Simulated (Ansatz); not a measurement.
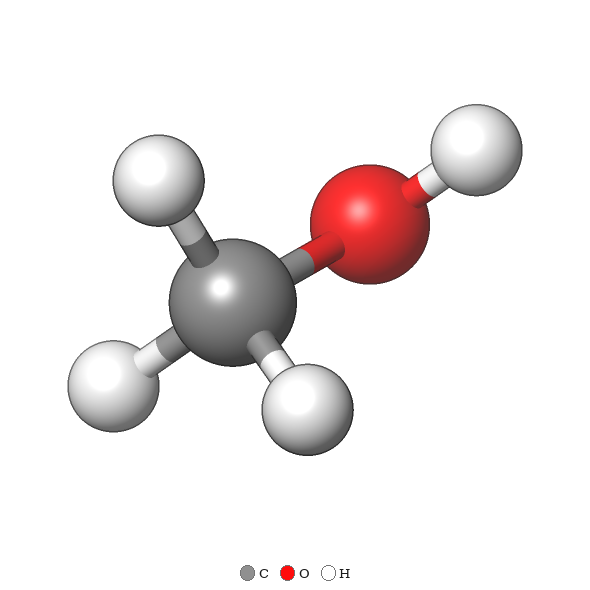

A ball-and-stick model of a molecule. Every bond is drawn as one stick, whatever its order.

The geometry was computed by an optimisation with PBE0-D4/def2-TZVP. No frequency run is at hand to confirm it as a minimum.

Describe the molecule.

The molecule is CH₄O. This geometry has Cs symmetry. Coordination: 1 C tetrahedral; 1 O bent.

More results for the same structure follow; atom numbers are the same in all pictures, views and colours differ.

**Shape**

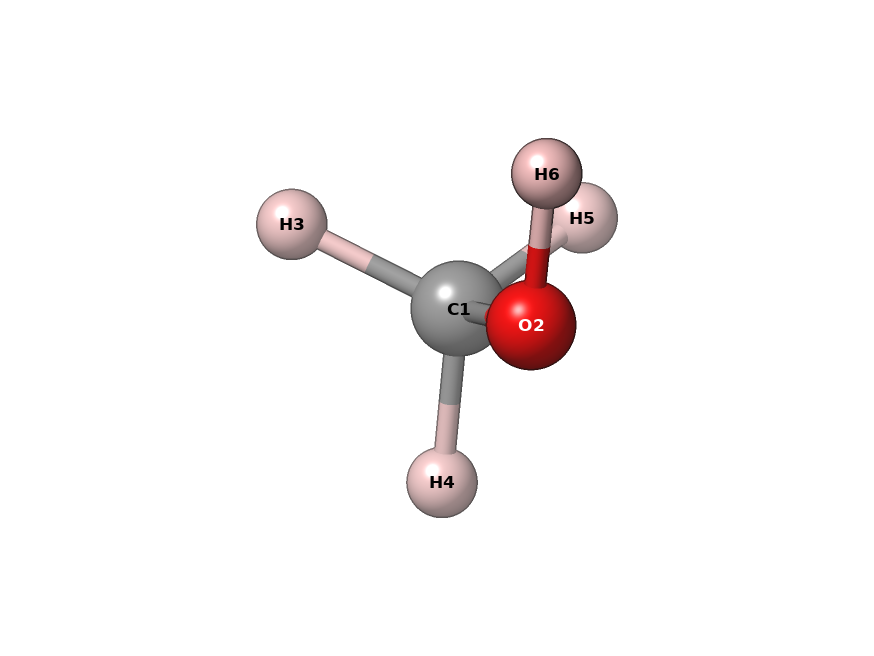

C1 lies behind O2. The molecule seen a little off the O2–C1 bond, O2 in front. Distant atoms are faded towards the background colour. No frequency run is at hand to confirm it as a minimum.

What is the torsion angle H6–O2–C1–H3? The sign is positive where the front bond must turn clockwise to cover the back bond.

−61°, synclinal (gauche).

**Electronic properties**

No frequency run is at hand to confirm it as a minimum. Method: RKS PBE0-D4/def2-TZVPPD (Ansatz 0.2.0).

Estimate the HOMO–LUMO gap.

8.21 eV.

What is the HOMO energy (Kohn–Sham orbital)?

−7.98 eV.

**Dipole moment**

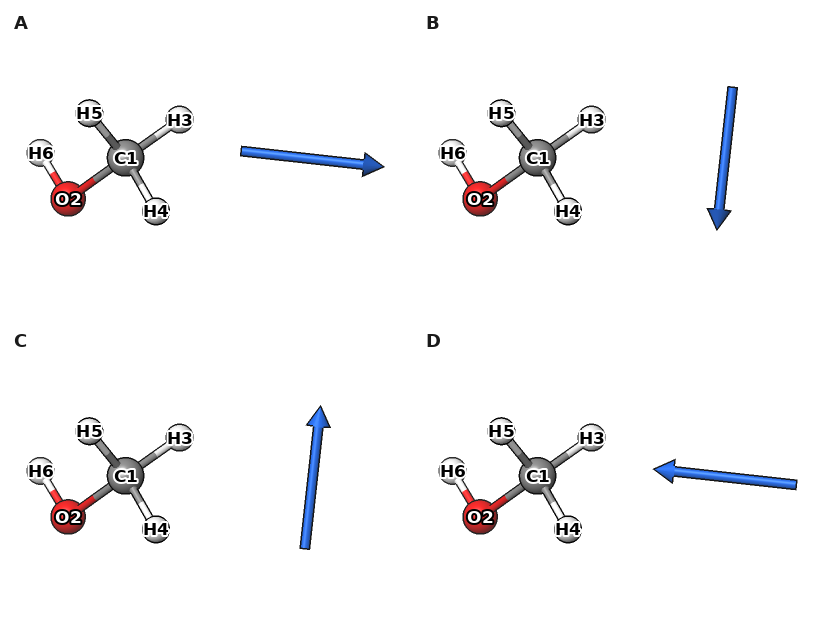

The same molecule four times, each with an arrow. No frequency run is at hand to confirm it as a minimum. Level of theory: RKS PBE0-D4/def2-TZVP (Ansatz 0.2.0).

Which arrow points along the dipole moment, from the negative to the positive end?

C. The dipole moment is 1.67 D; it points from the side of O2, H4 to the side of H3, H5 (the outermost atoms at the two ends).

**Charges**

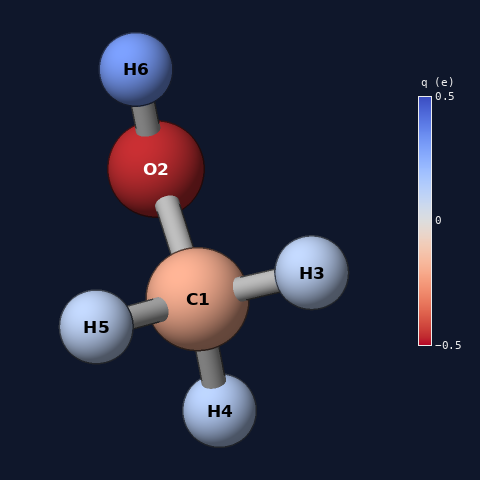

Atoms are coloured by their Mulliken charges. No frequency run is at hand to confirm it as a minimum. Level of theory: RKS PBE0-D4/def2-TZVP (Ansatz 0.2.0).

Which atom carries the highest charge (most positive or least negative)?

H6 (0.31 e).

And the lowest?

O2 (−0.46 e).

Give the Mulliken charges atom by atom.

```json
{"atom": "C1", "value (e)": "−0.19"}
{"atom": "O2", "value (e)": "−0.46"}
{"atom": "H3", "value (e)": "0.11"}
{"atom": "H4", "value (e)": "0.13"}
{"atom": "H5", "value (e)": "0.11"}
{"atom": "H6", "value (e)": "0.31"}
```

Mulliken values depend strongly on the basis set and can even reverse the polarity of a bond.
